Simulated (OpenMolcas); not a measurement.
# doublet [Ge2SiH8]+ at 6 levels

Aim: a comparison of 6 runs (UB3LYP/6-31G*, U-revPBE/cc-pVDZ, UBHLYP/cc-pVDZ, UPBE/cc-pVDZ, UPBE0/cc-pVDZ, ROMP2/cc-pVDZ) of doublet [Ge2SiH8]+. 

The results are computed with OpenMolcas 26.06.

## 1. The molecule

[Ge2SiH8]+: 11 atoms, total charge +1, spin state doublet. SMILES of the parent species: `[GeH3][SiH2][GeH3]`. The shape is that of a PBE0-D4/def2-TZVP optimisation. That shape belongs to the parent species and isn't relaxed for this state.

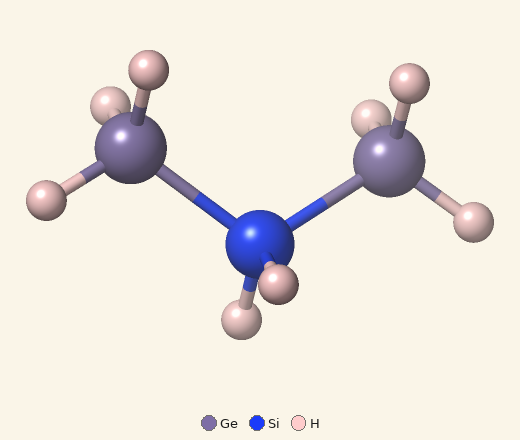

Viewed from a chosen angle; germanium purple, silicon blue, hydrogen pink.

## 2. The energy at UB3LYP/6-31G(d) (spherical functions) (run 1)

calc.input reads:

```
&gateway
 baslib=$CurrDir
 coord
 11
 angstrom
 Ge      -1.314800       1.329100      -0.648100
 Si      -0.420300      -0.850100      -0.318100
 Ge       1.631200      -0.735900       0.880400
 H       -2.643400       1.277800      -1.421300
 H       -0.321200       2.193400      -1.442700
 H       -1.566300       2.008100       0.708900
 H       -0.189900      -1.498600      -1.638400
 H       -1.395700      -1.678400       0.443000
 H        1.405900      -0.077200       2.251900
 H        2.652000       0.110600       0.101200
 H        2.227800      -2.135700       1.103800
 basis=6-31Gs
 group=NoSym

&seward
 gridinput
 Grid=UltraFine
 End of Grid

&scf
 uhf
 charge=1
 spin=2
 ksdft=B3LYP
 thresholds=1e-10 1e-07 1e-07 1e-05
 prorbitals=1 2
```

The basis set 6-31G* is read from a file made from the Basis Set Exchange's data (not shown).

Launch:

```console
$ export MOLCAS_MEM=1860
$ pymolcas calc.input > calc.log
```

Output:

```text
--- Start Module: gateway ---
[...]
--- Stop Module: gateway /rc=_RC_ALL_IS_WELL_ ---
--- Start Module: seward ---
[...]
      Basis functions           98
--- Stop Module: seward /rc=_RC_ALL_IS_WELL_ ---
[...]
--- Start Module: scf ---
[...]
       Convergence after  20 Iterations
[...]
::    Total KS-DFT energy                           -4447.4676139336
[...]
      Total spin, S                                     0.5022069025
[...]
      Total electronic charge=   85.000000
      Total            charge=    1.000000
[...]
      Dipole Moment (debye):
      Origin of the operator (angstrom)=    0.0642    0.1102    0.0456
                   X= -5.0061E-01               Y= -9.9262E-01               Z= -3.7586E-01           Total=  1.1735E+00
      Center of Charge (angstrom)
[...]
--- Stop Module: scf /rc=_RC_ALL_IS_WELL_ ---
[...]
```

Wall time 45 s (1 thread of Intel Xeon 6975P-C (Granite Rapids), shared host); peak memory 0.55 GiB.

## 3. The energy at U-revPBE/cc-pVDZ (run 2)

input.xyz reads:

```xyz
11

Ge    -1.314800     1.329100    -0.648100
Si    -0.420300    -0.850100    -0.318100
Ge     1.631200    -0.735900     0.880400
H     -2.643400     1.277800    -1.421300
H     -0.321200     2.193400    -1.442700
H     -1.566300     2.008100     0.708900
H     -0.189900    -1.498600    -1.638400
H     -1.395700    -1.678400     0.443000
H      1.405900    -0.077200     2.251900
H      2.652000     0.110600     0.101200
H      2.227800    -2.135700     1.103800
```

test.inp reads:

```
&GATEWAY
 BasLib = $CurrDir
 Coord = input.xyz
 Basis = cc-pVDZ
 Group = NoSym

&SEWARD
 GridInput
 Grid=UltraFine
 End of Grid

&SCF
 UHF
 Charge = 1
 Spin = 2
 KSDFT = revPBE
 Thresholds = 1e-10 1e-07 1e-07 1e-05
 PrOrbitals = 1 1
```

The basis set cc-pVDZ is read from a file made from the Basis Set Exchange's data (not shown).

Launch:

```console
$ export MOLCAS_MEM=1860
$ pymolcas test.inp > test.log
```

Output:

```text
--- Start Module: gateway ---
[...]
--- Stop Module: gateway /rc=_RC_ALL_IS_WELL_ ---
--- Start Module: seward ---
[...]
      Basis functions          112
--- Stop Module: seward /rc=_RC_ALL_IS_WELL_ ---
[...]
--- Start Module: scf ---
[...]
       Convergence after  20 Iterations
[...]
::    Total KS-DFT energy                           -4447.4973644905
[...]
      Total spin, S                                     0.5015282000
[...]
      Total electronic charge=   85.000000
      Total            charge=    1.000000
[...]
      Dipole Moment (debye):
      Origin of the operator (angstrom)=    0.0642    0.1102    0.0456
                   X= -5.0336E-01               Y= -9.9794E-01               Z= -3.7790E-01           Total=  1.1799E+00
      Center of Charge (angstrom)
[...]
--- Stop Module: scf /rc=_RC_ALL_IS_WELL_ ---
[...]
```

It took 79 s on 1 thread of Intel Xeon 6975P-C (Granite Rapids), shared host; peak memory 0.67 GiB.

Run 3 isn't shown in full; the table further down has it.

## 4. The energy at UPBE/cc-pVDZ (run 4)

calc.inp reads:

```
>>> EXPORT MOLCAS_PRINT=2

&GATEWAY
  BasLib=$CurrDir
  Coord
  11
  angstrom
  Ge      -1.314800       1.329100      -0.648100
  Si      -0.420300      -0.850100      -0.318100
  Ge       1.631200      -0.735900       0.880400
  H       -2.643400       1.277800      -1.421300
  H       -0.321200       2.193400      -1.442700
  H       -1.566300       2.008100       0.708900
  H       -0.189900      -1.498600      -1.638400
  H       -1.395700      -1.678400       0.443000
  H        1.405900      -0.077200       2.251900
  H        2.652000       0.110600       0.101200
  H        2.227800      -2.135700       1.103800
  Basis=cc-pVDZ
  Group=NoSym

&SEWARD
  GridInput
  Grid=UltraFine
  End of Grid

&SCF
  UHF
  Charge=1
  Spin=2
  KSDFT=PBE
  Thresholds=1e-10 1e-07 1e-07 1e-05
  PrOrbitals=1 1
```

The basis set cc-pVDZ is read from a file made from the Basis Set Exchange's data (not shown).

Launch:

```console
$ export MOLCAS_MEM=1860
$ pymolcas calc.inp > calc.log
```

Output:

```text
--- Start Module: gateway ---
[...]
--- Stop Module: gateway /rc=_RC_ALL_IS_WELL_ ---
--- Start Module: seward ---
[...]
      Basis functions          112
--- Stop Module: seward /rc=_RC_ALL_IS_WELL_ ---
[...]
--- Start Module: scf ---
[...]
       Convergence after  20 Iterations
[...]
::    Total KS-DFT energy                           -4447.0753071263
[...]
      Total spin, S                                     0.5013701466
[...]
      Total electronic charge=   85.000000
      Total            charge=    1.000000
[...]
      Dipole Moment (debye):
      Origin of the operator (angstrom)=    0.0642    0.1102    0.0456
                   X= -5.0022E-01               Y= -9.9168E-01               Z= -3.7554E-01           Total=  1.1725E+00
      Center of Charge (angstrom)
[...]
--- Stop Module: scf /rc=_RC_ALL_IS_WELL_ ---
[...]
```

It took 77 s on 1 thread of Intel Xeon 6975P-C (Granite Rapids), shared host; peak memory 0.67 GiB.

Run 5 isn't shown in full; the table further down has it.

## 5. The energy at ROMP2/cc-pVDZ (run 6)

calc.inp reads:

```
* Ge2H8Si ROMP2

&GATEWAY
  BasLib=$CurrDir
  BasisSet
  Ge.cc-pVDZ....
  Ge1 -1.314800 1.329100 -0.648100 angstrom
  Ge3 1.631200 -0.735900 0.880400 angstrom
  End of Basis
  BasisSet
  Si.cc-pVDZ....
  Si2 -0.420300 -0.850100 -0.318100 angstrom
  End of Basis
  BasisSet
  H.cc-pVDZ....
  H4 -2.643400 1.277800 -1.421300 angstrom
  H5 -0.321200 2.193400 -1.442700 angstrom
  H6 -1.566300 2.008100 0.708900 angstrom
  H7 -0.189900 -1.498600 -1.638400 angstrom
  H8 -1.395700 -1.678400 0.443000 angstrom
  H9 1.405900 -0.077200 2.251900 angstrom
  H10 2.652000 0.110600 0.101200 angstrom
  H11 2.227800 -2.135700 1.103800 angstrom
  End of Basis

&SEWARD

&SCF
  UHF
  Charge=1
  Spin=2
  Thresholds=1e-10 1e-07 1e-07 1e-05
  PrOrbitals=1 1

&RASSCF
  FileOrb=$Project.UnaOrb
  Spin=2
  Nactel=1 0 0
  Inactive=42
  Ras2=1
  OutOrbitals=Canonical
  OrbListing=Nothing

&CASPT2
  IPEA=0.0
  Frozen=23
```

The basis set cc-pVDZ is read from a file made from the Basis Set Exchange's data (not shown).

Launch:

```console
$ export MOLCAS_MEM=1860
$ pymolcas calc.inp > calc.log
```

Output:

```text
--- Start Module: gateway ---
[...]
--- Stop Module: gateway /rc=_RC_ALL_IS_WELL_ ---
[...]
      Basis functions          112
[...]
       Convergence after  34 Iterations
[...]
::    Total SCF energy                              -4443.9060933904
[...]
      Total spin, S                                     0.5163903360
[...]
--- Start Module: rasscf ---
[...]
      Number of active orbitals                  1
[...]
      Spin quantum number                      0.5
[...]
      Active orbitals                            1
[...]
      Number of CSFs                             1
[...]
      Number of root(s) required                 1
[...]
      Convergence after 10 iterations
[...]
      printout of CI-coefficients larger than  0.05 for root  1
      energy=   -4443.900168
      conf/sym  1     Coeff  Weight
             1  u   1.00000 1.00000
      Natural orbitals and occupation numbers for root  1
      sym 1:   1.000000
      ************************************************************************************************************************
      *                                                    Final results                                                     *
[...]
::    RASSCF root number  1 Total energy:  -4443.90016784
[...]
      Total electronic charge=   85.000000
      Total            charge=    1.000000
[...]
      Dipole Moment (debye):
      Origin of the operator (angstrom)=    0.0642    0.1102    0.0456
                   X= -5.8994E-01               Y= -1.1716E+00               Z= -4.4311E-01           Total=  1.3846E+00
      Center of Charge (angstrom)
[...]
--- Stop Module: rasscf /rc=_RC_ALL_IS_WELL_ ---
[...]
--- Start Module: caspt2 ---
[...]
 ###    WARNING: User changed nr of frozen orbitals.                         ###
 ###############################################################################
[...]
      E2 (Variational):          -0.3416767815
      Total energy:           -4444.2418446263
[...]
      Reference weight:           0.85861
[...]
::    CASPT2 Root  1     Total energy:  -4444.24184463
[...]
--- Stop Module: caspt2 /rc=_RC_ALL_IS_WELL_ ---
[...]
```

Wall time 38 s (1 thread of Intel Xeon 6975P-C (Granite Rapids), shared host); peak memory 0.67 GiB.

## 6. The series

```
run                                level  integration grid  frozen core orbitals   energy (Eh)  HOMO energy (eV)  LUMO energy (eV)   ⟨S²⟩  wall time
  1  UB3LYP/6-31G* (spherical functions)         UltraFine                     –  -4447.467614            -13.57            -11.70  0.754       45 s
  2                     U-revPBE/cc-pVDZ         UltraFine                     –  -4447.497364            -12.63            -12.11  0.753       79 s
  3                       UBHLYP/cc-pVDZ         UltraFine                     –  -4447.824006            -14.73            -10.76  0.761       74 s
  4                         UPBE/cc-pVDZ         UltraFine                     –  -4447.075307            -12.65            -12.17  0.753       77 s
  5                        UPBE0/cc-pVDZ         UltraFine                     –  -4447.221895            -13.75            -11.54  0.757       73 s
  6                        ROMP2/cc-pVDZ                 –                    23  -4444.241845                 –                 –      –       38 s
```

## 7. Results

| quantity | value |
| --- | --- |
| run 6: total energy | -4444.24184 Eh |

Totals of different functionals can't be ranked against each other. All runs together took 6.4 min, the longest 79 s.
